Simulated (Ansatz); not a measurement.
```xyz
8

O    -0.1969   -1.3084    0.7762
W    -0.1028    0.3991   -0.0404
O     1.6457   -0.0409   -0.5007
F    -1.9668    0.1915   -0.1209
F    -0.3406    1.2534   -1.6792
S     0.1523    1.8689    1.4489
H    -1.0650   -1.6189    1.0513
H     1.9664   -0.8019   -0.9910
```

Geometry: PBE0-D4/def2-TZVP; core potentials replace the inner electrons of W.

Level of theory: Ansatz, RKS PBE0-D4/def2-TZVPP.

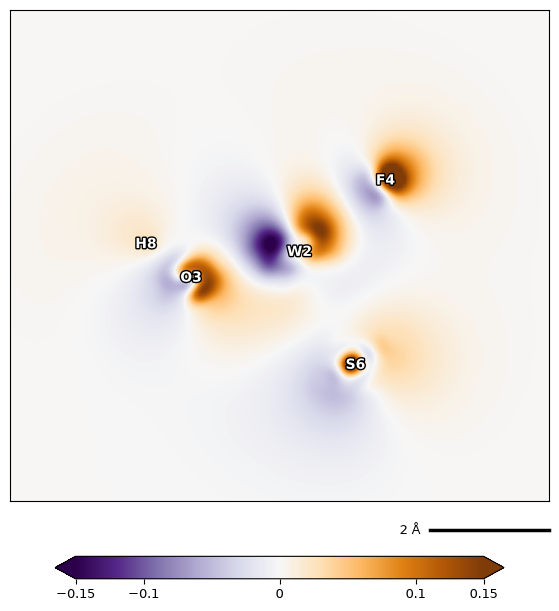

F$_{2}$H$_{2}$O$_{2}$SW. The LUMO on the plane of atoms O3, W2 and S6 (values in Å⁻³ᐟ²; the overall sign is arbitrary).

Question: What is the character of this orbital?

Answer: By Hirshfeld shares it lies mainly on W2 (about 65 %) and O3 (about 10 %). Its energy is −2.94 eV.
